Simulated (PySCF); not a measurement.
C$_{2}$H$_{7}$NSi$_{2}$ (SMILES C#C[SiH2][SiH2]N)

Input

```
{"job": {"kind": "nmr", "xc": "PBE0", "basis": "pcSseg-1"}, "charge": 0, "multiplicity": 1}
C      2.750099    -0.720326    -0.022677
C      1.885310     0.115495    -0.047143
Si     0.492712     1.339454    -0.087469
Si    -1.520454     0.277630     0.277924
N     -1.352849    -1.307485    -0.379107
H      3.520340    -1.438126    -0.006283
H      0.818532     2.334861     0.947394
H      0.619584     2.019240    -1.385203
H     -1.908247     0.296204     1.704563
H     -2.661742     0.839804    -0.453931
H     -2.139477    -1.936405    -0.361603
H     -0.502608    -1.821031    -0.212493
```

Command:

```sh
OMP_NUM_THREADS=1 python probes_run.py task.json out
```

Geometry: GFN2-xTB.

These are results of PBE0/pcSseg-1, SCF density, gas phase, non-relativistic (PySCF 2.14.0), not measurements.

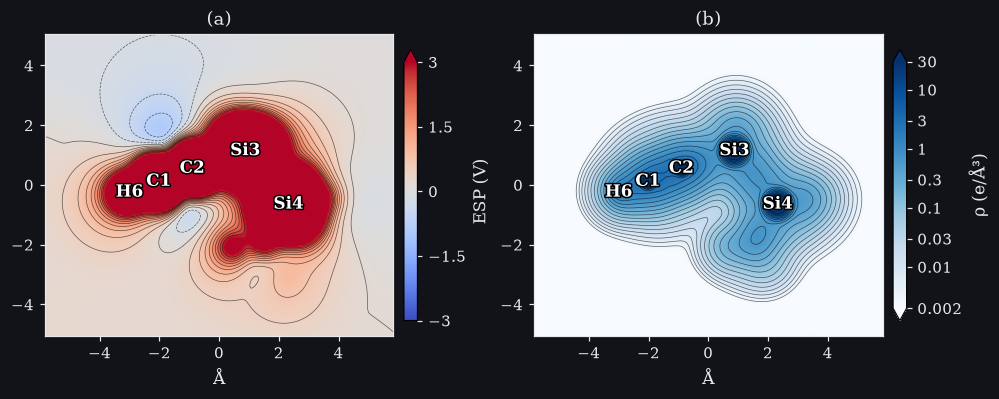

Figure 1. (a) electrostatic potential; (b) electron density on the plane of atoms C2, Si3 and Si4.

Q: What does the map show?

A: The section cuts through C, Si and H sites. C–C (1.20 Å): ρ at the midpoint is about 2.8 e/Å³. C–Si (1.85 Å): ρ is about 0.91 e/Å³ halfway. Si–Si (2.31 Å): ρ at the midpoint is about 0.69 e/Å³. C–H (1.05 Å): ρ at the midpoint is about 2.1 e/Å³. Outside the dense part of the molecule the potential is most negative (−0.9 V) near C2.

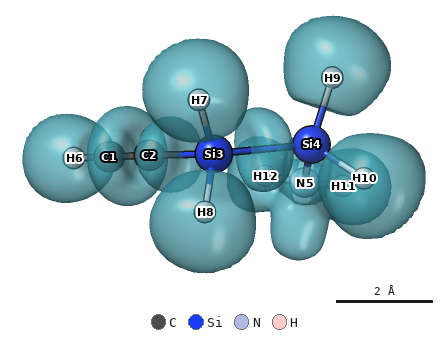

Figure 2. Isosurface of the ELF at 0.75 (cyan), seen from one side. Only the valence region is drawn (cores and ρ < 0.01 e/Å³ removed).

Q: Describe the localisation domains.

A: At this value the surface marks out one region between bonded C–C atoms (shared pairs), one region between bonded C–Si atoms (shared pairs), one region between bonded Si–Si atoms (shared pairs), five regions around hydrogen nuclei and one joined region spread over several atoms (H, N), in which their bonds and any lone pairs are merged. Profiles from the grid: C–C (1.20 Å): the ELF peaks at about 0.85 between the atoms; a multiple bond. Si–N (1.72 Å): the ELF peaks at about 0.90 between the atoms; a shared but strongly polarised pair.

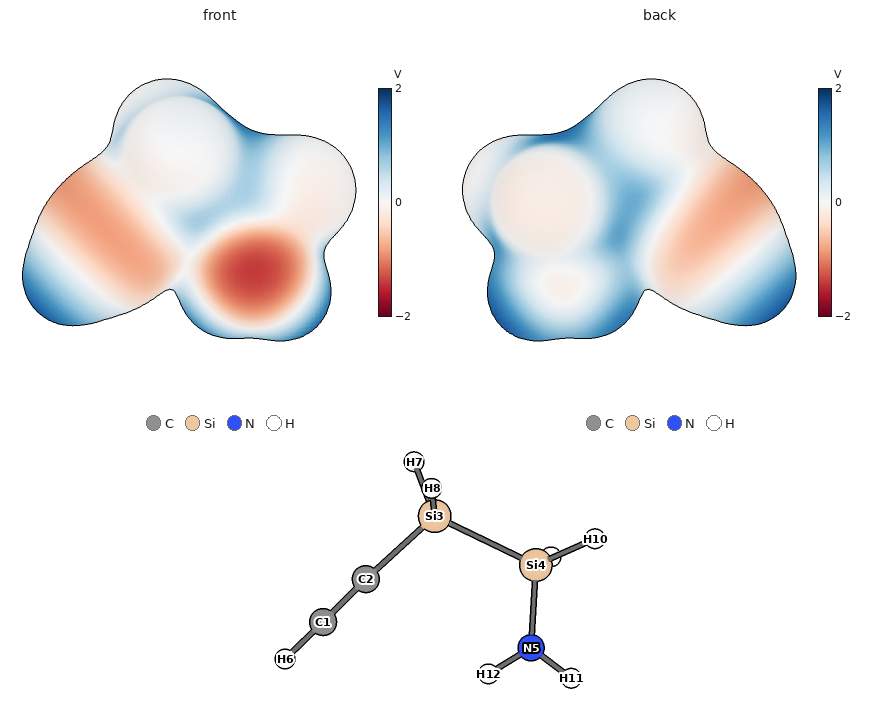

Figure 3. The electrostatic potential painted on the density surface at 0.002 e/bohr³, seen from the front and from behind; red is negative and blue positive. The bare structure is drawn below in the same view.

Q: Which sites attract a positive test charge, and which a negative one?

A: A positive charge is drawn to the negative regions and a negative charge to the positive ones. The most negative region (about −1.4 V) lies over N5, the most positive (about +1.7 V) over H6 and H11. N5 is the likeliest acceptor of a hydrogen bond.

Q: How polar is the molecule by this calculation?

A: Its dipole moment is 1.43 D.
